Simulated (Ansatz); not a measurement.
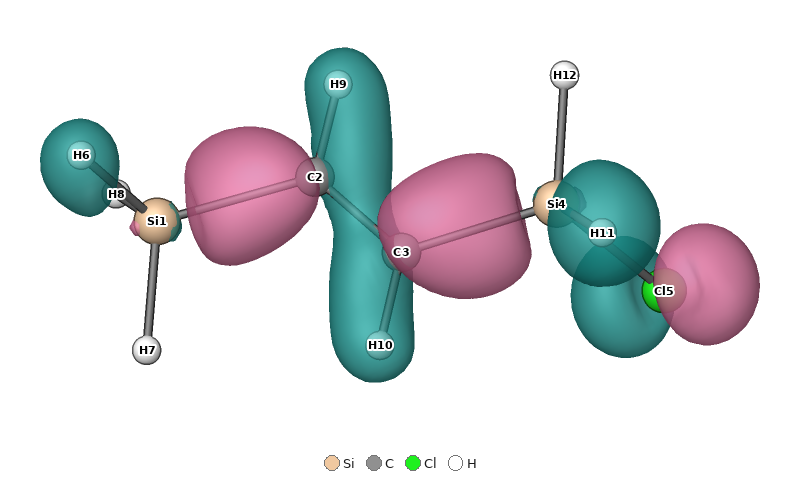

*C2H7ClSi2 (SMILES [SiH3]C=C[SiH2]Cl). The HOMO−1 at ±0.15 Å⁻³ᐟ² (teal and pink are the two phases), seen across its widest extent.*

Geometry: PBE0-D4/def2-TZVP.

These are results of RKS PBE0-D4/def2-TZVPP in Ansatz, not measurements.

```xyz
12

Si   -1.8504    1.0100    0.9625
C    -0.1880    0.2380    0.6097
C     0.1473   -0.2969   -0.5696
Si    1.8047   -1.0709   -0.8669
Cl    2.7834   -0.0827   -2.3864
H    -2.5190    0.3026    2.0874
H    -2.6901    0.9156   -0.2595
H    -1.6846    2.4360    1.3513
H     0.5530    0.2260    1.4111
H    -0.5811   -0.2858   -1.3810
H     1.6826   -2.4864   -1.2914
H     2.6192   -0.9607    0.3669
```

Describe this orbital and give its energy.

By Hirshfeld shares it lies mainly on C3 (about 20 %), C2 (about 20 %), Cl5 (about 15 %), Si4 (about 15 %), Si1 (about 10 %) and H11 (about 10 %). Its energy is −8.46 eV.
